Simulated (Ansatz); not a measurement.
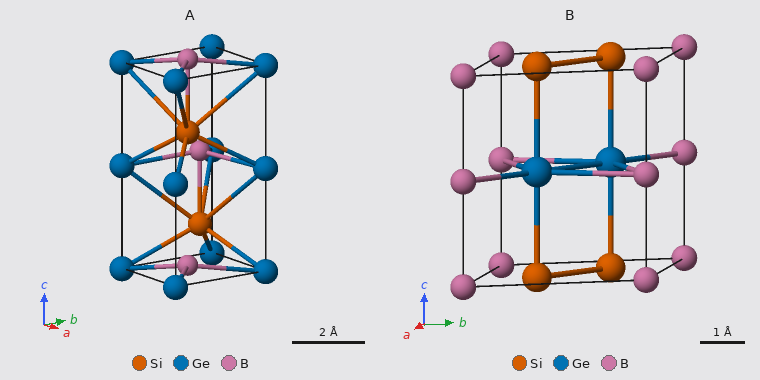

Two structures of SiGeB, each relaxed to rest (conventional cells in solid outline, small ones repeated, not to one scale). Method: DFT PBE, scalar-relativistic, plane waves, PAW in Ansatz, without spin polarisation.

Name structures A and B.

Answer. A: 6 atoms a cell on a primitive hexagonal lattice, P6_3mc. B: 6 atoms a cell on a primitive hexagonal lattice, P6/mmm.

Which structure wins energetically, and by what margin?

Answer. A is lower, by 183 meV/atom at this level of theory (energies at zero smearing). Volumes: A 13.9, B 13.5 Å³/atom.

One or both may be structure types tried for this composition rather than known phases.
